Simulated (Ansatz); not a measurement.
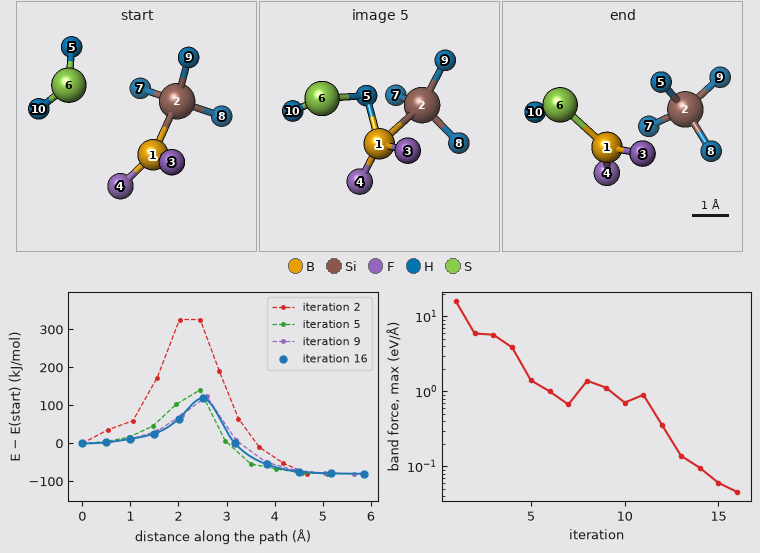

A search for the minimum-energy path of BSiH₅SF₂, made up of BSiH$_{3}$F$_{2}$ and H$_{2}$S by the nudged elastic band. Images are numbered from 0 (start) to 10 (end). The plot follows the band through its iterations. The picture is a ball-and-stick view, seen at a tilt.

Level of theory: RKS PBE0-D4/6-31G* (Ansatz).

The input:
```yaml
crystal:
  periodic: [false, false, false]
  atoms:
    - { symbol: B, position_ang: [-0.661261, -0.630031, -1.039253] }
    - { symbol: Si, position_ang: [1.234011, -0.660657, -0.317996] }
    - { symbol: F, position_ang: [-1.484152, -1.650389, -0.861196] }
    - { symbol: F, position_ang: [-1.105472, 0.363561, -1.796775] }
    - { symbol: H, position_ang: [-0.291164, 1.366812, 2.128082] }
    - { symbol: S, position_ang: [-1.445896, 1.052422, 1.513903] }
    - { symbol: H, position_ang: [1.778192, 0.722087, -0.190143] }
    - { symbol: H, position_ang: [2.136112, -1.424244, -1.231444] }
    - { symbol: H, position_ang: [1.277967, -1.315057, 1.020715] }
    - { symbol: H, position_ang: [-1.43824, 2.175497, 0.774002] }
basis:
  gaussian: { orbitals: "6-31G*" }
hamiltonian:
  xc: pbe0
  dispersion: d4
neb:
  order_check: false
  images: 9
  f_tol: 0.05
  max_iterations: 60
  initial_path: linear
  final_atoms:
    - { symbol: B, position_ang: [-1.78746638, 0.08346978, -0.57708222] }
    - { symbol: Si, position_ang: [1.86797399, -0.56164975, 0.32524522] }
    - { symbol: F, position_ang: [-2.13132934, -1.18325553, -0.69661428] }
    - { symbol: F, position_ang: [-0.81993898, 0.55514455, -1.34764068] }
    - { symbol: H, position_ang: [0.63281777, -0.40883076, 1.14243247] }
    - { symbol: S, position_ang: [-2.65019129, 1.12076122, 0.62199616] }
    - { symbol: H, position_ang: [2.27943725, 0.76456315, -0.20566295] }
    - { symbol: H, position_ang: [1.60589713, -1.49445977, -0.80183171] }
    - { symbol: H, position_ang: [2.95165469, -1.11109888, 1.18465788] }
    - { symbol: H, position_ang: [-1.94875784, 2.23535698, 0.35439511] }
```

Launched with:
```bash
ansatz run input.yaml --threads 2 --pin off --max-ram 3072MiB --backend cpu --events-out ev --progress --plain --runs-dir out
```

How did the profile develop, and is the result final?

Answer. The run is converged, with reservations. The band converged in 16 iterations. The largest component of the band force went from 16 to 0.046 eV/Å. The climbing image converged on the top of the path. Its curvatures weren't checked. The straight starting path can push atoms close together and costs iterations. The first iteration put the highest image at 656.3 kJ/mol. The energy climbs by 118.9 kJ/mol to image 5 and then falls by 198.7 kJ/mol, so the end point sits at −79.9 kJ/mol.

Limits of the set-up: the start holds two separate molecules, 3.2 Å apart at their closest, whose relative position is a soft coordinate.
